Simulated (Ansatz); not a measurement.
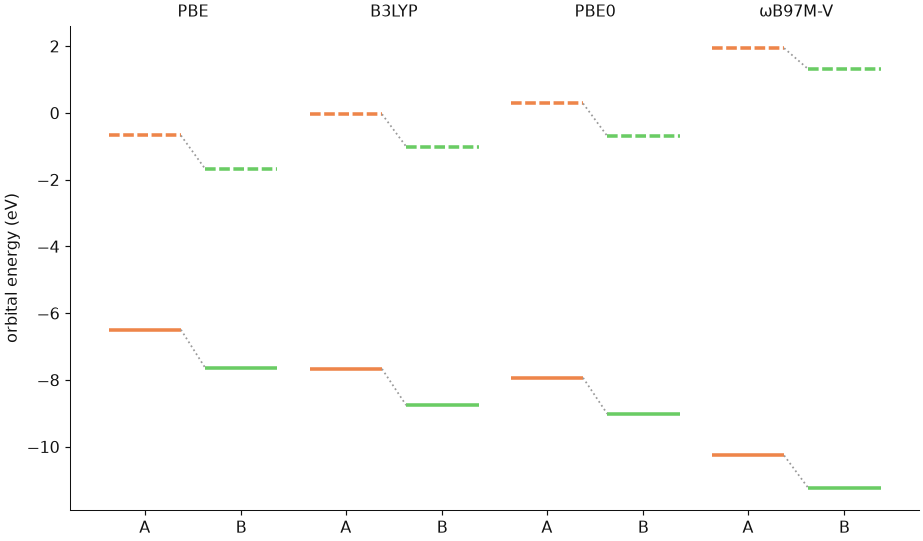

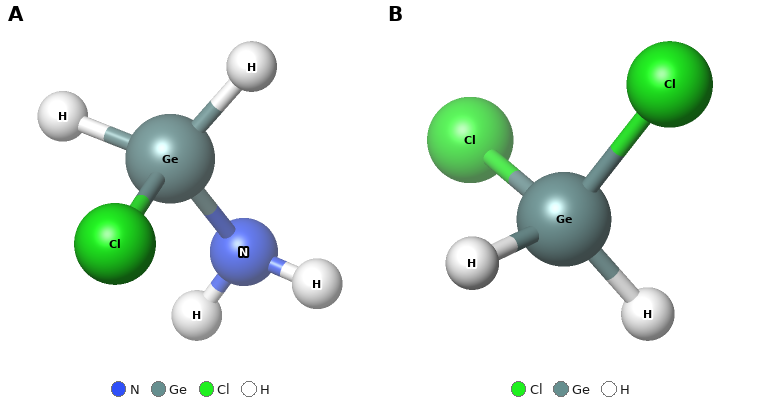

One change: A, GeNH₄Cl (SMILES [NH2][GeH2][Cl]), becomes B, GeH₂Cl₂ (SMILES [Cl][GeH2][Cl]). NH₂ on Ge is replaced by Cl. HOMO (solid) and LUMO (dashed) computed in def2-TZVPP at PBE0-D4/def2-TZVP geometries, both minima by their frequencies, gas phase, the Ansatz code 0.2.0. Empty levels above zero depend strongly on the basis.

What does the change do to HOMO and LUMO?

Answer. PBE: the HOMO falls by 1.14 eV, the LUMO falls by 1.00 eV, and the separation goes from 5.82 to 5.96 eV. B3LYP: the HOMO falls by 1.09 eV, the LUMO falls by 0.97 eV, and the separation goes from 7.63 to 7.75 eV. PBE0: the HOMO falls by 1.08 eV, the LUMO falls by 0.97 eV, and the separation goes from 8.22 to 8.32 eV. ωB97M-V: the HOMO falls by 0.97 eV, the LUMO falls by 0.63 eV, and the separation goes from 12.20 to 12.55 eV.

Do the functionals agree on the effect?

Answer. They agree on the direction for both levels; the HOMO shift lies between −1.14 and −0.97 eV and the LUMO shift between −1.00 and −0.63 eV, while the separations themselves differ by up to 6.6 eV between functionals.
